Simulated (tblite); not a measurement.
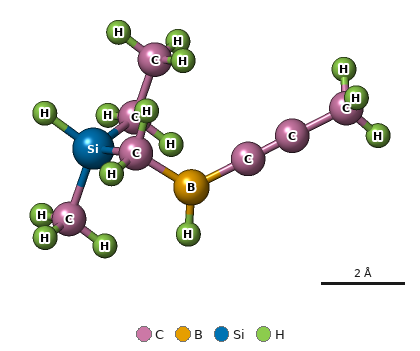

**Figure 1.** The input geometry (ball-and-stick view, seen at a tilt).

## Run report: C₇H₁₅BSi, geometry relaxation

C₇H₁₅BSi, computed with GFN2-xTB geometry optimisation, gas phase (tblite 0.8.0).

It belongs to a series of runs on one base structure; here: H on B replaced by propynyl.

**The program's output**
```
step      E/eV     max force
  0    -694.16623    1.524
  1    -694.24487    3.179
  2    -694.31141    0.836
  3    -694.34155    0.272
  4    -694.35754    0.192
  5    -694.36594    0.183
  6    -694.37156    0.178
  7    -694.37725    0.157
  8    -694.38210    0.200
  9    -694.38512    0.161
 10    -694.38673    0.105
 11    -694.38791    0.092
 12    -694.38914    0.100
 13    -694.39048    0.119
 14    -694.39178    0.088
 15    -694.39299    0.086
 16    -694.39428    0.101
 17    -694.39580    0.114
 18    -694.39734    0.112
 19    -694.39850    0.065
 20    -694.39927    0.063
 21    -694.39993    0.066
 22    -694.40062    0.080
 23    -694.40127    0.056
 24    -694.40172    0.040
 25    -694.40201    0.034
 26    -694.40228    0.048
 27    -694.40259    0.050
 28    -694.40293    0.041
 29    -694.40323    0.037
 30    -694.40348    0.036
 31    -694.40371    0.039
 32    -694.40394    0.036
 33    -694.40414    0.031
 34    -694.40432    0.027
 35    -694.40448    0.027
 36    -694.40468    0.033
 37    -694.40493    0.043
 38    -694.40523    0.044
 39    -694.40553    0.037
 40    -694.40578    0.035
 41    -694.40602    0.041
 42    -694.40628    0.049
 43    -694.40661    0.050
 44    -694.40699    0.047
 45    -694.40738    0.049
 46    -694.40772    0.046
 47    -694.40796    0.035
 48    -694.40817    0.035
 49    -694.40842    0.043
 50    -694.40875    0.058
 51    -694.40913    0.061
 52    -694.40947    0.041
 53    -694.40978    0.044
 54    -694.41012    0.045
 55    -694.41055    0.072
 56    -694.41104    0.069
 57    -694.41150    0.053
 58    -694.41192    0.055
 59    -694.41236    0.060
 60    -694.41288    0.077
 61    -694.41337    0.058
 62    -694.41378    0.047
 63    -694.41414    0.039
 64    -694.41453    0.065
 65    -694.41497    0.065
 66    -694.41536    0.036
 67    -694.41569    0.041
 68    -694.41604    0.046
 69    -694.41651    0.064
 70    -694.41708    0.055
 71    -694.41766    0.057
 72    -694.41825    0.066
 73    -694.41893    0.063
 74    -694.41982    0.073
 75    -694.42097    0.074
 76    -694.42232    0.076
 77    -694.42356    0.090
 78    -694.42437    0.091
 79    -694.42501    0.063
 80    -694.42542    0.032
 81    -694.42578    0.047
 82    -694.42612    0.062
 83    -694.42649    0.048
 84    -694.42676    0.038
 85    -694.42700    0.036
 86    -694.42725    0.054
 87    -694.42754    0.053
 88    -694.42779    0.039
 89    -694.42796    0.039
 90    -694.42811    0.036
 91    -694.42828    0.043
 92    -694.42849    0.029
 93    -694.42871    0.034
 94    -694.42890    0.038
 95    -694.42908    0.045
 96    -694.42928    0.042
 97    -694.42953    0.036
 98    -694.42978    0.037
 99    -694.42998    0.032
100    -694.43013    0.032
101    -694.43025    0.020
102    -694.43036    0.018
103    -694.43046    0.037
104    -694.43053    0.067
105    -694.43060    0.024
106    -694.43066    0.016
107    -694.43073    0.016
108    -694.43077    0.019
109    -694.43080    0.011
110    -694.43082    0.009
```

**Trajectory as extended XYZ (Å, eV, eV/Å), 4 of the 111 frames kept, from step=0 to step=110**
```
24
Properties=species:S:1:pos:R:3:forces:R:3 step=0 energy=-694.16623
C     3.9857    1.8216    0.0256   -0.6210   0.0050   0.0100
C     2.9608    0.7806    0.1486    0.9130   0.8290   0.0030
C     2.1399   -0.0896    0.2700   -1.1230  -1.0290   0.0540
B     1.0596   -1.1693    0.3943    0.0550   0.5360   0.2330
C    -0.2308   -0.9286    1.3054    1.3190   0.3090   0.1750
Si   -1.7692   -0.8493    0.2246   -0.3760   0.2030   0.5590
C    -2.0673   -2.5022   -0.5840   -0.1820  -0.9610  -0.1780
C    -1.5859    0.4727   -1.0953   -0.2520  -0.0160  -0.7210
C    -1.3677    1.8418   -0.4856   -0.1320   0.7800   0.0850
H     4.6733    1.5608   -0.7885   -0.1100   0.1510   0.2420
H     4.5367    1.9158    0.9765   -0.2120  -0.0230  -0.4260
H     3.4775    2.7862   -0.2041    0.4350  -0.5700   0.1530
H     1.1510   -2.1673   -0.2215    0.1400   0.0550   0.0930
H    -0.1251    0.0290    1.8489   -0.1470  -0.5530  -0.0090
H    -0.3374   -1.7456    2.0314   -0.0370   0.3080  -0.1900
H    -2.9195   -0.5209    1.0913   -0.0630   0.0300   0.0350
H    -3.0096   -2.4598   -1.1602    0.6040  -0.3320   0.2580
H    -1.2268   -2.7541   -1.2595   -0.6820  -0.0540   0.3790
H    -2.1518   -3.2842    0.2078    0.0220   0.4720  -0.8890
H    -0.7296    0.2132   -1.7505   -0.5260   0.2360   0.1450
H    -2.5221    0.4849   -1.7067    0.7940   0.0760   0.2070
H    -0.4243    1.8697    0.0902   -0.5690   0.0040  -0.2500
H    -1.3044    2.6112   -1.2825   -0.0310  -0.3160   0.5040
H    -2.2245    2.1029    0.1828    0.7810  -0.1390  -0.4740
24
Properties=species:S:1:pos:R:3:forces:R:3 step=37 energy=-694.40493
C     3.9379    1.8243    0.0063   -0.0180  -0.0010  -0.0070
C     2.9166    0.8061    0.1215    0.0050  -0.0080   0.0110
C     2.0763   -0.0564    0.2336    0.0310   0.0020   0.0020
B     1.1008   -1.1771    0.4496    0.0050   0.0190  -0.0230
C    -0.1797   -0.9615    1.3164    0.0050   0.0010   0.0080
Si   -1.7635   -0.8475    0.2367    0.0110   0.0400   0.0100
C    -2.0942   -2.5245   -0.5935   -0.0040  -0.0150  -0.0100
C    -1.5986    0.5087   -1.0971   -0.0020   0.0020  -0.0060
C    -1.3489    1.8945   -0.5121    0.0040   0.0130   0.0060
H     4.6434    1.5716   -0.7868   -0.0190   0.0030   0.0120
H     4.4813    1.8959    0.9504   -0.0180   0.0130  -0.0320
H     3.4877    2.7936   -0.2130   -0.0020  -0.0220   0.0110
H     1.3298   -2.2253   -0.0308   -0.0020  -0.0010   0.0090
H    -0.1240   -0.0652    1.9332   -0.0240   0.0010   0.0020
H    -0.3426   -1.8077    1.9833   -0.0130  -0.0080   0.0130
H    -2.9049   -0.5240    1.1220    0.0160   0.0130   0.0070
H    -3.0147   -2.5098   -1.1675   -0.0200  -0.0010  -0.0180
H    -1.2895   -2.7986   -1.2678    0.0150  -0.0090  -0.0160
H    -2.1837   -3.3127    0.1469   -0.0010  -0.0150   0.0020
H    -0.7786    0.2620   -1.7756   -0.0090   0.0000   0.0120
H    -2.5048    0.5416   -1.7056    0.0120  -0.0110   0.0090
H    -0.4199    1.9060    0.0522    0.0150  -0.0020   0.0000
H    -1.2790    2.6448   -1.2986    0.0090  -0.0060  -0.0080
H    -2.1587    2.1807    0.1554    0.0020  -0.0080   0.0070
24
Properties=species:S:1:pos:R:3:forces:R:3 step=73 energy=-694.41893
C     3.7063    1.8926   -0.0965   -0.0090   0.0170  -0.0080
C     2.8048    0.7886    0.1452   -0.0060   0.0070  -0.0050
C     2.0437   -0.1315    0.3331    0.0160  -0.0110  -0.0210
B     1.1161   -1.2801    0.6018   -0.0130   0.0010   0.0070
C    -0.2053   -1.0439    1.3957   -0.0060  -0.0010   0.0320
Si   -1.7265   -0.8510    0.2403    0.0050   0.0380   0.0490
C    -2.1098   -2.4733   -0.6744   -0.0100  -0.0240   0.0060
C    -1.4780    0.5170   -1.0662    0.0070  -0.0080  -0.0010
C    -1.1253    1.8839   -0.4886    0.0020  -0.0090  -0.0040
H     4.3704    1.6630   -0.9307    0.0030   0.0170   0.0100
H     4.3090    2.0848    0.7921   -0.0110  -0.0360  -0.0010
H     3.1375    2.7939   -0.3276    0.0030   0.0110  -0.0190
H     1.3958   -2.3541    0.2188    0.0260  -0.0080  -0.0330
H    -0.1593   -0.1525    2.0202   -0.0310   0.0130  -0.0030
H    -0.4283   -1.8889    2.0460   -0.0340  -0.0090   0.0150
H    -2.8907   -0.5035    1.0910    0.0420   0.0000  -0.0150
H    -3.0184   -2.3782   -1.2598   -0.0200  -0.0100  -0.0300
H    -1.3114   -2.7610   -1.3509    0.0330   0.0260  -0.0070
H    -2.2563   -3.2928    0.0201   -0.0060  -0.0300   0.0390
H    -0.6893    0.2218   -1.7616   -0.0040  -0.0010  -0.0060
H    -2.3943    0.6003   -1.6555    0.0330   0.0540  -0.0030
H    -0.1590    1.8499    0.0100   -0.0110  -0.0430   0.0010
H    -1.0720    2.6315   -1.2796   -0.0050   0.0100   0.0280
H    -1.8716    2.2033    0.2360   -0.0040  -0.0040  -0.0290
24
Properties=species:S:1:pos:R:3:forces:R:3 step=110 energy=-694.43082
C     3.5352    1.9250   -0.1838    0.0000   0.0000  -0.0020
C     2.6875    0.7870    0.0928   -0.0020  -0.0030   0.0010
C     1.9730   -0.1599    0.3261   -0.0010   0.0030  -0.0010
B     1.0744   -1.3196    0.6466   -0.0020   0.0010   0.0040
C    -0.2514   -1.0742    1.4315    0.0020   0.0010   0.0030
Si   -1.7256   -0.8377    0.2223    0.0050   0.0000  -0.0010
C    -2.0861   -2.4697   -0.6871    0.0010   0.0040  -0.0020
C    -1.3763    0.5373   -1.0550    0.0000   0.0000   0.0000
C    -0.9581    1.8599   -0.4210   -0.0030  -0.0030   0.0030
H     4.1954    1.7172   -1.0264   -0.0010  -0.0060  -0.0010
H     4.1442    2.1472    0.6932    0.0000  -0.0010  -0.0010
H     2.9257    2.7994   -0.4152   -0.0010   0.0010  -0.0020
H     1.3733   -2.3971    0.2858    0.0030  -0.0010  -0.0010
H    -0.2113   -0.1840    2.0581    0.0010   0.0020   0.0020
H    -0.5143   -1.9159    2.0712    0.0010   0.0000  -0.0010
H    -2.9070   -0.4572    1.0288    0.0020  -0.0010   0.0030
H    -2.9650   -2.3874   -1.3189    0.0020   0.0030  -0.0030
H    -1.2521   -2.7626   -1.3183   -0.0010  -0.0010  -0.0010
H    -2.2635   -3.2777    0.0157   -0.0020   0.0030  -0.0030
H    -0.5881    0.2144   -1.7382    0.0040  -0.0010   0.0020
H    -2.2666    0.7018   -1.6651    0.0020   0.0020  -0.0050
H    -0.0282    1.7343    0.1277   -0.0040   0.0030   0.0040
H    -0.8059    2.6258   -1.1807   -0.0020  -0.0090  -0.0010
H    -1.7209    2.2135    0.2689   -0.0040   0.0010   0.0020
```

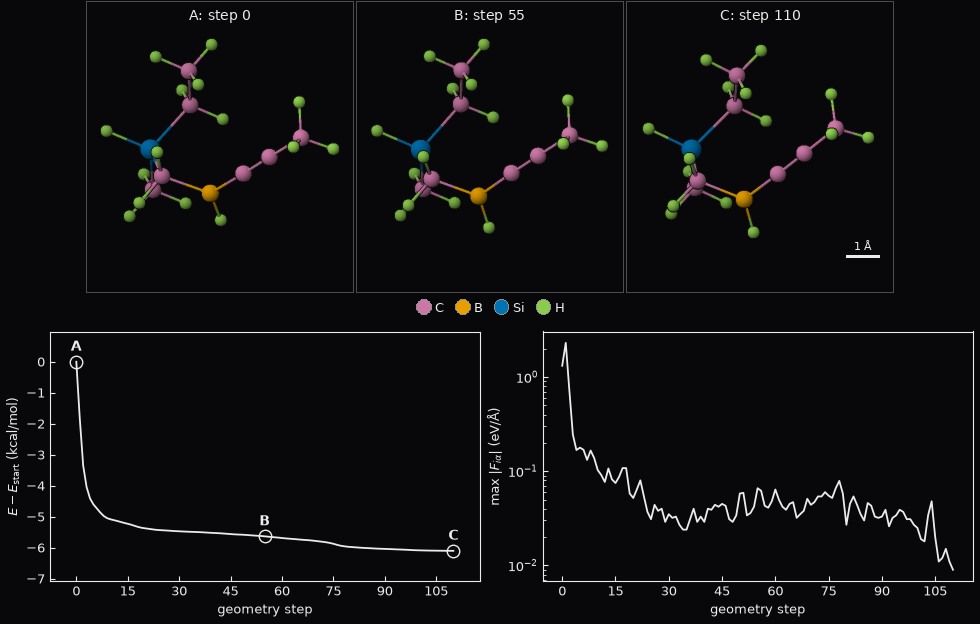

**Figure 2.** Frames of the relaxation (ball-and-stick view, seen at a tilt) above the curves, on which the letters mark them (steps are counted from 0).

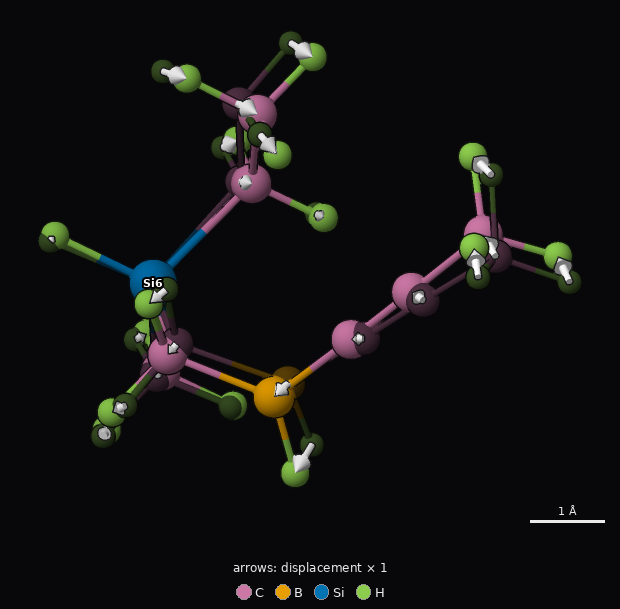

**Figure 3.** Start (faint) and end (solid) with the displacements as white arrows, at true length (ball-and-stick view, seen at a tilt). The two geometries are laid on each other by the best rigid fit. H13 moves most after the best rigid fit: 0.60 Å. Largest moves by element: H 0.60 Å, C 0.50 Å, B 0.30 Å, Si 0.04 Å. Among the contacts that change: C5–Si6 1.882 → 1.921 Å, Si6–C7 1.864 → 1.903 Å, B4–C5 1.598 → 1.560 Å, Si6–C8 1.877 → 1.909 Å. Among the angles that change: B4–C5–H14 109.5° → 112.7°, Si6–C5–H15 109.4° → 106.2°, H20–C8–H21 109.0° → 106.5°. After 110 geometry steps the energy has fallen by 6.10 kcal/mol. Largest force component: 1.3 eV/Å at the start, 0.009 eV/Å at the end. (Atoms are counted from 1 in the order of the input.)

This output came from the following input.

**Input**
```
{"job": {"kind": "relax", "xc": "GFN2-xTB", "basis": "xTB"}, "charge": 0, "multiplicity": 1}
C      3.985700     1.821600     0.025600
C      2.960800     0.780600     0.148600
C      2.139900    -0.089600     0.270000
B      1.059600    -1.169300     0.394300
C     -0.230800    -0.928600     1.305400
Si    -1.769200    -0.849300     0.224600
C     -2.067300    -2.502200    -0.584000
C     -1.585900     0.472700    -1.095300
C     -1.367700     1.841800    -0.485600
H      4.673300     1.560800    -0.788500
H      4.536700     1.915800     0.976500
H      3.477500     2.786200    -0.204100
H      1.151000    -2.167300    -0.221500
H     -0.125100     0.029000     1.848900
H     -0.337400    -1.745600     2.031400
H     -2.919500    -0.520900     1.091300
H     -3.009600    -2.459800    -1.160200
H     -1.226800    -2.754100    -1.259500
H     -2.151800    -3.284200     0.207800
H     -0.729600     0.213200    -1.750500
H     -2.522100     0.484900    -1.706700
H     -0.424300     1.869700     0.090200
H     -1.304400     2.611200    -1.282500
H     -2.224500     2.102900     0.182800
```

The first line tells a small driver script what to run in tblite; the rest is the geometry in Å.

Command:
```bash
OMP_NUM_THREADS=1 python <driver script> task.json out
```

**Key numbers**

| quantity | value |
| --- | --- |
| outcome | converged |
| total energy | −694.4308 eV |
| hardware | 1 CPU thread, shared host |
| wall time | 1.9 s |
| peak memory | 0.19 GiB |
